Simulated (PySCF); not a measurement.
CH12NO3Si3Ta (Ta(NMe)(OSiH3)3)

Input file:

```
{"job": {"kind": "uv", "xc": "B3LYP", "basis": "def2-SVPD", "ip": false, "nstates": 10}, "charge": 0, "multiplicity": 1}
Ta    -0.022213    -0.009435    -0.451887
N      0.063874     0.016941     1.316060
C      0.139948     0.040153     2.730906
H     -0.403196    -0.810017     3.180807
H      1.185971    -0.016184     3.081774
H     -0.296548     0.966073     3.145940
O      1.492386     0.950025    -1.133090
Si     2.902427     1.832912    -1.072348
H      3.080995     2.552305    -2.367022
H      4.059809     0.916300    -0.850224
H      2.838336     2.826508     0.040859
O     -1.658847     0.844266    -0.974074
Si    -3.102637     1.626627    -0.696981
H     -4.145982     1.061109    -1.601241
H     -2.939673     3.083615    -0.977553
H     -3.523697     1.442078     0.724438
O      0.002831    -1.843279    -1.015708
Si     0.029333    -3.493751    -0.797931
H      0.984218    -4.099689    -1.771353
H     -1.336855    -4.047177    -1.033981
H      0.462769    -3.823389     0.593048
```

Launched as:

```sh
OMP_NUM_THREADS=1 python probes_run.py task.json out
```

Geometry: PBE0-D3(BJ)/def2-SVP; core potentials replace the inner electrons of Ta.

These are results of B3LYP/def2-SVPD, SCF density, gas phase, scalar-relativistic core potentials on the heavy atoms (PySCF), not measurements.

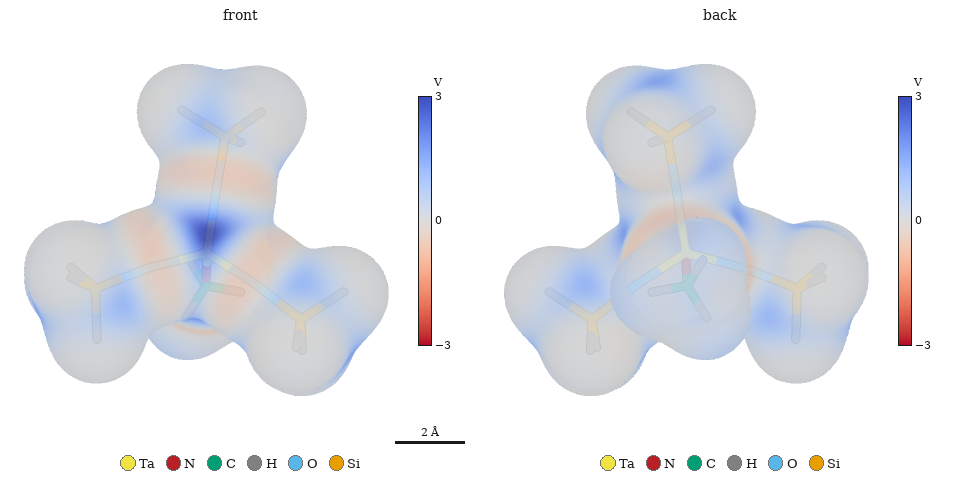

Figure 1. The molecular electrostatic potential painted on the density surface at 0.002 e/bohr³, seen from the front and from behind; the colour scale runs from red (negative) to blue (positive).

> Where is the surface potential most negative and most positive?

The most negative region (about −0.5 V, or −12 kcal/mol for a unit charge) lies over N2, O7, O12 and O17, the most positive (about +2.4 V, or +55 kcal/mol for a unit charge) over Ta1.

> What dipole moment does the calculation give?

Its dipole moment is 0.49 D.

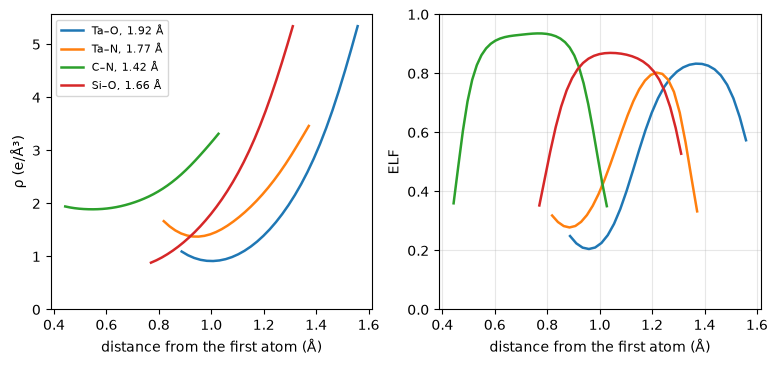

Figure 2. Electron density and ELF along straight lines between neighbouring atoms. The curves leave out the atomic cores.

> What can be read from the curves?

Ta–O (1.92 Å): ρ at the midpoint is about 0.94 e/Å³; the ELF peaks at about 0.85 in the valence shell of O, 0.6 Å from its nucleus, and drops to about 0.20 between the two atoms.
Ta–N (1.77 Å): ρ at the midpoint is about 1.4 e/Å³; the ELF peaks at about 0.80 in the valence shell of N, 0.6 Å from its nucleus, and drops to about 0.30 between the two atoms.
C–N (1.42 Å): ρ is about 2 e/Å³ halfway; the ELF peaks at about 0.95 between the atoms, as expected for localised, covalent bonding.
Si–O (1.66 Å): the density is about 1 e/Å³ at the midpoint; the ELF peaks at about 0.85 between the atoms, as expected for a shared but strongly polarised pair.
